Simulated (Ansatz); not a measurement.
**BH6NSi: vertical ionisation energy**

How much energy removes an electron from BH6NSi at fixed geometry? The cation is run at each level and the neutral's energy taken from earlier runs.

Program: Ansatz 0.2.0, Gaussian basis. Level of theory: unrestricted cation, the program's frozen cores in correlated methods. These are calculated values, not measurements.

The runs, in order: UKS PBE-D4/def2-TZVPP; UKS r2SCAN-D4/def2-TZVPP; UKS PBE0-D4/def2-TZVPP; UKS B3LYP-D4/def2-TZVPP; UKS wB97X-V/def2-TZVPP; UKS wB97M-V/def2-TZVPP; UKS B2PLYP/def2-TZVPP; UHF-CCSD(T)/def2-TZVPP; UHF-MP2/def2-QZVPP; extrapolation to the limit; then −ε(HOMO) from the neutral's earlier runs with LDA (SPW92), PBE-D4, revPBE-D4, BLYP-D4, r2SCAN-D4, B97M-V, PBE0-D4, B3LYP-D4, r2SCANh-D4, r2SCAN0-D4, HSE06-D4, BHLYP-D4, CAM-B3LYP-D4, LC-ωPBE, ωB97X-V, ωB97M-V.

### Step 1. Structure used throughout

The geometry comes from an earlier relaxation with PBE0-D4 in a triple-zeta def2 set; it is a stationary point, not always the lowest conformer.

9 atoms, charge 0, spin multiplicity 1.

Atoms are counted from 1 here; the program's logs count them from 0.

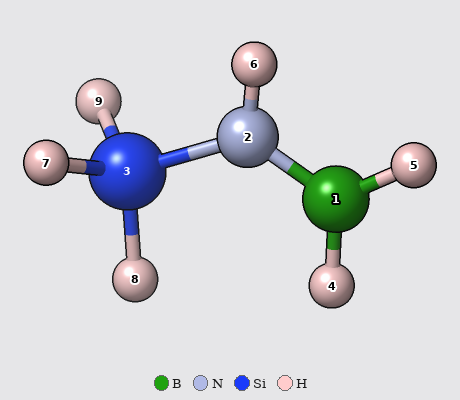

The geometry (boron green, nitrogen light blue, silicon blue, hydrogen pink); atoms are numbered from 1 in the order of the file.

Coordinates:

```csv
atom,x (Å),y (Å),z (Å)
B1,-0.7827,0.8032,-1.0733
N2,0.1044,0.6423,-0.0040
Si3,0.5415,-0.8589,0.7714
H4,-1.3186,-0.1643,-1.5332
H5,-0.9908,1.8992,-1.5096
H6,0.5362,1.4826,0.3562
H7,2.0067,-1.0890,0.6662
H8,-0.2005,-1.9451,0.0933
H9,0.1921,-0.8164,2.2160
```

### Step 2. Cation, UKS PBE-D4/def2-TZVPP

Contents of in.yaml:

```yaml
crystal:
  periodic: [false, false, false]
  atoms:
    - {symbol: B, position_ang: [-0.782651, 0.803200, -1.073310]}
    - {symbol: N, position_ang: [0.104439, 0.642294, -0.003963]}
    - {symbol: Si, position_ang: [0.541468, -0.858853, 0.771378]}
    - {symbol: H, position_ang: [-1.318575, -0.164283, -1.533241]}
    - {symbol: H, position_ang: [-0.990811, 1.899248, -1.509622]}
    - {symbol: H, position_ang: [0.536190, 1.482636, 0.356168]}
    - {symbol: H, position_ang: [2.006688, -1.088961, 0.666207]}
    - {symbol: H, position_ang: [-0.200496, -1.945119, 0.093341]}
    - {symbol: H, position_ang: [0.192148, -0.816362, 2.216042]}
basis:
  gaussian: {orbitals: def2-TZVPP}
total_charge: 1
magnetization: {spin_polarized: true, initial_magnetization: 1}
hamiltonian: {xc: pbe, dispersion: d4}
```

Command:

```console
ansatz run in.yaml --threads 4 --pin off --events-out ev --progress --plain --max-ram 10444MiB
```

Further steps of the session: Cation, UKS r2SCAN-D4/def2-TZVPP; Cation, UKS PBE0-D4/def2-TZVPP; Cation, UKS B3LYP-D4/def2-TZVPP; Cation, UKS wB97X-V/def2-TZVPP; Cation, UKS wB97M-V/def2-TZVPP; Cation, UKS B2PLYP (frozen core)/def2-TZVPP; Cation, UHF-CCSD(T)/def2-TZVPP; Cation, UHF-MP2/def2-QZVPP.

Before running them: what should the planned runs give, taken together? Wanted: ionisation energy, CCSD(T)/CBS; nearest functional by difference; nearest −ε(HOMO); −ε(HOMO) of PBE; T1 of the cation.

As calculated:

```
                        quantity               value
  ionisation energy, CCSD(T)/CBS            11.03 eV
nearest functional by difference  ωB97X-V (-0.19 eV)
                nearest −ε(HOMO)  ωB97X-V (-0.11 eV)
                 −ε(HOMO) of PBE             7.26 eV
                T1 of the cation               0.040
```

In words: Energy differences with functionals land within 0.61 eV of the reference. −ε(HOMO) of PBE misses by 3.8 eV, since self-interaction lifts the level. Among orbital estimates ωB97X-V comes nearest. Hartree-Fock falls 1.48 eV short, as the neutral has more correlation energy than the cation. The cation's T1 (from the report) is 0.040, near the customary mark of 0.045 for open shells, so the coupled-cluster value is less safe.
